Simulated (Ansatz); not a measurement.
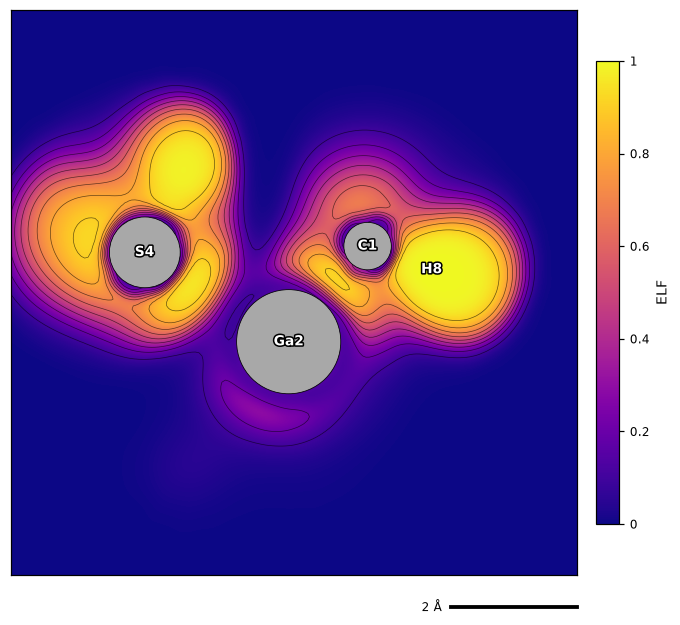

Figure 1: C$_{2}$H$_{8}$ClGaS (SMILES [CH3][Ga-]([CH3])([SH2+])[Cl]). Electron localisation function on the plane of atoms C1, Ga2 and S4. Grey discs cover the atomic cores.

Geometry: PBE0-D4/def2-TZVP.

Level of theory: RKS PBE0-D4/def2-TZVPP (Ansatz 0.2.0).

| atom | x (Å) | y (Å) | z (Å) |
| --- | --- | --- | --- |
| C | -1.7380 | -0.5125 | -0.6562 |
| Ga | 0.0688 | 0.2682 | -0.6380 |
| C | 1.7979 | -0.6203 | -0.3300 |
| S | -0.1090 | 1.5320 | 1.7288 |
| Cl | 0.2337 | 2.1097 | -1.8237 |
| H | -1.8711 | -1.2501 | 0.1388 |
| H | -2.4969 | 0.2652 | -0.5538 |
| H | -1.9083 | -1.0154 | -1.6114 |
| H | 2.1106 | -1.1353 | -1.2418 |
| H | 1.7378 | -1.3624 | 0.4696 |
| H | 2.5703 | 0.1102 | -0.0833 |
| H | -1.1631 | 0.8482 | 2.2049 |
| H | 0.7673 | 0.7625 | 2.3962 |

**Read the bonding off the picture.**

The section cuts through C, Ga, S and H sites.
C–Ga (1.97 Å): the ELF peaks at about 0.90 in the valence shell of C, 0.7 Å from its nucleus, and is about 0.55 at the midpoint.
Ga–S (2.69 Å): the ELF peaks at about 0.95 in the valence shell of S, 0.9 Å from its nucleus, and is about 0.60 at the midpoint.
C–H (1.09 Å): the ELF climbs to about 1 towards the hydrogen, as it does in any bond to H; a covalent bond by its length.
The ELF also peaks beside S4, away from the bonds: lone-pair regions.
